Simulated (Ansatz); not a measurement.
# [NH4]+ (SMILES [NH4+]): levels of theory compared

We compute a comparison of 6 runs (HF/3-21G, B3LYP/6-31G, BLYP/3-21G, CCSDT(Q)/3-21G, CCSDTQ/6-31G, FCI/3-21G) of [NH4]+. 

The calculation is run with Ansatz 0.2.0.

2 further runs of the same task are left out: 1 that didn't finish, 1 set aside as unsound or not needed.

## 1. Starting point

[NH4]+ has 5 atoms, charge +1, and is taken as a singlet. SMILES: `[NH4+]`. The H2–N1 distance was set to 2.059 Å, away from the relaxed value. At this shape a bond of the SMILES string is far longer than usual.

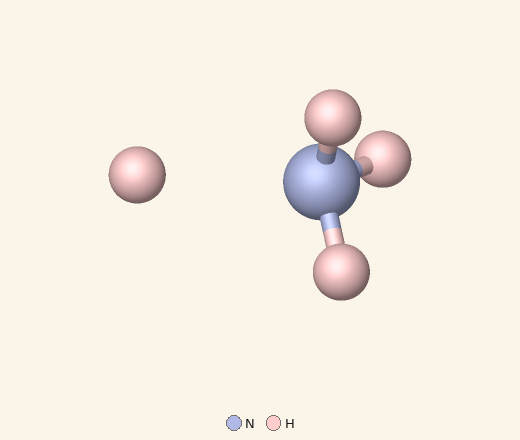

The structure, seen from a chosen angle (nitrogen light blue, hydrogen pink).

## 2. The energy at HF/3-21G (run 1)

Input file job.yaml:

```yaml
crystal:
  periodic: [false, false, false]
  atoms:
    - {symbol: "N", position_ang: [-0.455732, 0.450841, -0.805708]}
    - {symbol: H, position_ang: [0.455870, -0.450720, 0.805650]}
    - {symbol: H, position_ang: [-1.433712, 0.668331, -0.569148]}
    - {symbol: H, position_ang: [-0.431732, -0.186559, -1.613918]}
    - {symbol: H, position_ang: [0.042068, 1.321271, -1.039668]}
basis:
  gaussian: {orbitals: 3-21G.json}
total_charge: 1
hamiltonian: {xc: hf}
accuracy: high
```

The basis set 3-21G is read from a file made from the Basis Set Exchange's data (not shown).

Launch:

```bash
$ ansatz run job.yaml --threads 1 --pin off --max-ram 2610MiB --events-out events.jsonl --progress --plain --runs-dir runs
```

Output:

```text
Warning: RAYON_NUM_THREADS=1 ignored (pool sized by the plan → 1); use --threads N
Functional definition: HF
  name "HF"
  exchange = exact_x
  correlation = 0
333 factors; integrals over basis functions are off by at most 1.7e-8 eV
mean field evaluation 1: about -1519.1847 eV, gradient 5.1e1 eV
mean field evaluation 2: about -1519.1788 eV, gradient 5.1e1 eV
mean field evaluation 4: about -1524.8695 eV, gradient 1.8e0 eV
mean field evaluation 8: about -1524.8923 eV, gradient 5.6e-5 eV
mean field -1524.89233908 eV, -56.0387598521 hartree, gradient 1.5e-8 eV, S^2 0.000000; 0 other end points of the search recorded, 0 dependent functions left out
reference -1524.89233908 eV, -56.0387598521 hartree; 5, 5 occupied and 12, 12 virtual orbitals, 333 factors
Total energy: -1524.89233908 eV, -56.0387598521 hartree
```

It took 0.06 s on 1 thread of Intel Xeon 6975P-C (Granite Rapids), shared host.

## 3. The energy at B3LYP/6-31G (run 2)

Input file in.yaml:

```yaml
basis:
  gaussian: {orbitals: 6-31G}
crystal:
  periodic: [false, false, false]
  atoms:
    - {symbol: "N", position_ang: [-0.455732, 0.450841, -0.805708]}
    - {symbol: H, position_ang: [0.455870, -0.450720, 0.805650]}
    - {symbol: H, position_ang: [-1.433712, 0.668331, -0.569148]}
    - {symbol: H, position_ang: [-0.431732, -0.186559, -1.613918]}
    - {symbol: H, position_ang: [0.042068, 1.321271, -1.039668]}
total_charge: 1
hamiltonian: {xc: {name: B3LYP}}
accuracy: high
```

Launch:

```bash
$ ansatz run in.yaml --threads 1 --pin off --max-ram 2610MiB --events-out events.jsonl --progress --plain --runs-dir runs
```

Output:

```text
Warning: RAYON_NUM_THREADS=1 ignored (pool sized by the plan → 1); use --threads N
Functional definition: B3LYP
  name "B3LYP"
  parameter a0 = 0.2
  parameter ax = 0.72
  parameter ac = 0.81
  exchange = (1 - a0 - ax)*slater_x + ax*b88_x + a0*exact_x
  correlation = (1 - ac)*vwn_rpa_c + ac*lyp_c
411 factors; integrals over basis functions are off by at most 3.3e-9 eV
mean field evaluation 1: about -1524.9239 eV, gradient 9.0e1 eV
mean field evaluation 2: about -1491.8633 eV, gradient 1.2e2 eV
mean field evaluation 4: about -1542.6636 eV, gradient 1.5e1 eV
mean field evaluation 8: about -1543.4789 eV, gradient 6.8e-2 eV
mean field evaluation 16: about -1543.4789 eV, gradient 3.3e-6 eV
mean field -1543.47886952 eV, -56.7218022472 hartree, gradient 3.2e-8 eV, S^2 0.000000; 0 other end points of the search recorded, 0 dependent functions left out
reference -1543.47889163 eV, -56.7218030600 hartree; 5, 5 occupied and 12, 12 virtual orbitals, 411 factors
Total energy: -1543.47889163 eV, -56.7218030600 hartree
```

It took 0.34 s on 1 thread of Intel Xeon 6975P-C (Granite Rapids), shared host.

Runs 3 to 4 aren't shown in full; the table further down has their settings and results.

## 4. A single-point energy at CCSDTQ/6-31G (run 5)

Input file molecule.yaml:

```yaml
crystal:
  periodic: [false, false, false]
  atoms:
    - {symbol: N, position_ang: [-0.455732, 0.450841, -0.805708]}
    - {symbol: H, position_ang: [0.455870, -0.450720, 0.805650]}
    - {symbol: H, position_ang: [-1.433712, 0.668331, -0.569148]}
    - {symbol: H, position_ang: [-0.431732, -0.186559, -1.613918]}
    - {symbol: H, position_ang: [0.042068, 1.321271, -1.039668]}
basis:
  gaussian: {orbitals: 6-31G}
total_charge: 1
magnetization: {spin_polarized: false}
correlation: {method: ccsdtq, frozen_orbitals: {H: 0, "N": 1}}
accuracy: high
scf: {omitted_lower_state_checks: [cluster_reference, increment]}
```

Launch:

```bash
$ ansatz run molecule.yaml --threads 1 --pin off --max-ram 2610MiB --events-out events.jsonl --progress --plain --runs-dir runs
```

Output:

```text
Warning: RAYON_NUM_THREADS=1 ignored (pool sized by the plan → 1); use --threads N
[... 11 lines left out ...]
1 core orbitals not correlated: weight in the atoms' cores, before any rotation towards them, 1.000 or more for the frozen orbitals, at most 0.000 for the correlated occupied ones
[... 25 lines left out ...]
Total energy: -1537.33772439 eV, -56.4961193263 hartree
Checks for a lower state left out: cluster_reference, increment
```

It took 2.6 s on 1 thread of Intel Xeon 6975P-C (Granite Rapids), shared host; peak memory 0.11 GiB.

## 5. The energy at FCI/3-21G (run 6)

Input file input.yaml:

```yaml
crystal:
  periodic: [false, false, false]
  atoms:
    - symbol: N
      position_ang: [-0.455732, 0.450841, -0.805708]
    - symbol: H
      position_ang: [0.455870, -0.450720, 0.805650]
    - symbol: H
      position_ang: [-1.433712, 0.668331, -0.569148]
    - symbol: H
      position_ang: [-0.431732, -0.186559, -1.613918]
    - symbol: H
      position_ang: [0.042068, 1.321271, -1.039668]
basis:
  gaussian:
    orbitals: 3-21G.json
total_charge: 1
correlation:
  method: fci
  frozen_orbitals: {H: 0, "N": 1}
accuracy: high
```

The basis set 3-21G is read from a file made from the Basis Set Exchange's data (not shown).

Launch:

```bash
$ ansatz run input.yaml --threads 1 --pin off --max-ram 2610MiB --events-out events.jsonl --progress --plain --runs-dir runs
```

Output:

```text
Warning: RAYON_NUM_THREADS=1 ignored (pool sized by the plan → 1); use --threads N
Functional definition: HF
  name "HF"
  exchange = exact_x
  correlation = 0
333 factors; integrals over basis functions are off by at most 1.7e-8 eV
mean field evaluation 1: about -1519.1847 eV, gradient 5.1e1 eV
mean field evaluation 2: about -1519.1788 eV, gradient 5.1e1 eV
mean field evaluation 4: about -1524.8695 eV, gradient 1.8e0 eV
mean field evaluation 8: about -1524.8923 eV, gradient 5.6e-5 eV
mean field -1524.89233908 eV, -56.0387598521 hartree, gradient 1.5e-8 eV, S^2 0.000000; 0 other end points of the search recorded, 0 dependent functions left out; unrestricted orbitals would lower it
mean field evaluation 16: about -1525.7028 eV, gradient 2.1e0 eV
1 core orbitals not correlated: weight in the atoms' cores, before any rotation towards them, 1.000 or more for the frozen orbitals, at most 0.000 for the correlated occupied ones
reference -1524.89233908 eV, -56.0387598521 hartree; 4, 4 occupied and 12, 12 virtual orbitals, 333 factors
state -1529.61706097 eV, -56.2123901791 hartree
Total energy: -1529.61706097 eV, -56.2123901791 hartree
```

Wall time 7.2 s (1 thread of Intel Xeon 6975P-C (Granite Rapids), shared host); peak memory 0.32 GiB.

## 6. Overview of the runs

| run | level | frozen core orbitals | energy (Eh) | wall time |
| --- | --- | --- | --- | --- |
| 1 | HF/3-21G | – | -56.038760 | 0.06 s |
| 2 | B3LYP/6-31G | – | -56.721803 | 0.34 s |
| 3 | BLYP/3-21G | – | -56.412154 | 0.32 s |
| 4 | CCSDT(Q)/3-21G | 1 | -56.212500 | 0.22 s |
| 5 | CCSDTQ/6-31G | 1 | -56.496119 | 2.6 s |
| 6 | FCI/3-21G | 1 | -56.212390 | 7.2 s |

## 7. Outcome

```
                                         quantity         value
                              run 6: total energy  -56.21239 Eh
run 6: correlation energy (1 core orbital frozen)    -173.6 mEh
```

In words: Against full CI in this basis: HF +173.6 mEh; CCSDT(Q) -0.1 mEh. Totals of different functionals can't be ranked against each other. In runs 4, 5 the log says that unrestricted orbitals would lower the reference, so the values rest on an unstable closed-shell determinant (other closed-shell runs at this shape may share the fault). All runs together took 11 s, the longest 7.2 s.
